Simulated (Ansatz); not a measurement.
# Work function of Fe by crystal face

Does the work function of Fe follow how densely a face is packed, and which functional comes nearest to experiment?

Measured values are compiled ones, as quoted in “Anisotropic work function of elemental crystals” (2019, arxiv:1902.07811).

Set-up. Ansatz 0.2.0, plane waves with PAW datasets (its set soft_2) at their recommended cutoffs; symmetric slabs of 7 layers (11 for bcc (111)) cut at the tabulated experimental lattice constant, atoms at bulk places, 18 Å of vacuum, k-spacing 0.16 Å⁻¹ (2π included), Fermi-Dirac smearing of 0.1 eV, SCF threshold 1e-9 eV; spin-polarised where the metal is Fe, Co or Ni. The work function is the vacuum level less the Fermi level; differences are formed before rounding. For Fe(111) in r2SCAN the value lies over 0.17 eV from that functional's usual offset from PBE, so the magnetic state may differ; it is kept.

The runs side by side:

| face | atoms per nm² | LDA (eV) | PBEsol (eV) | r2SCAN (eV) | PBE (eV) | RPBE (eV) | PBE, relaxed (eV) | measured (eV) |
| --- | --- | --- | --- | --- | --- | --- | --- | --- |
| (110) | 17.2 | 5.08 | 4.85 | 4.85 | 4.74 | 4.57 | 4.72 | 5.12 |
| (100) | 12.1 | 4.25 | 3.94 | 3.77 | 3.86 | 3.68 | 3.88 | 4.75 |
| (111) | 7.0 | 4.22 | 3.96 | 3.67 | 3.87 | 3.71 | 3.96 | 4.81 |

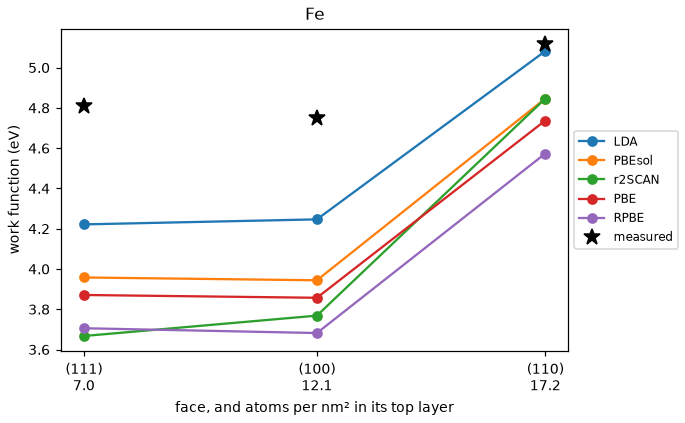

Work function against the density of the top layer.

**Reading.** With PBE the work function runs from 4.74 eV on (110) to 3.86 eV on (100). (100) and (111) lie within 0.08 eV of each other, too close for slabs of this thickness to order; every functional listed puts (110) highest. LDA lies 0.34 to 0.39 eV above PBE. With the layers relaxed PBE misses the measured values by 0.40 to 0.87 eV. Against the 3 measured values on unreconstructed faces, LDA comes nearest (mean absolute error 0.38 eV), and PBE misses by 0.38 to 0.94 eV. Relaxing all layers with PBE (forces under 0.01 eV/Å) moves the values by −0.02 to +0.09 eV.

**Limits.** Slabs this thin leave size errors that can reach a tenth of an eV or more. Compiled measured values differ between sources by a tenth of an eV or more. The functionals share one unrelaxed geometry at the tabulated experimental lattice constant; the relaxed column keeps that in-plane lattice, which is not PBE's own.
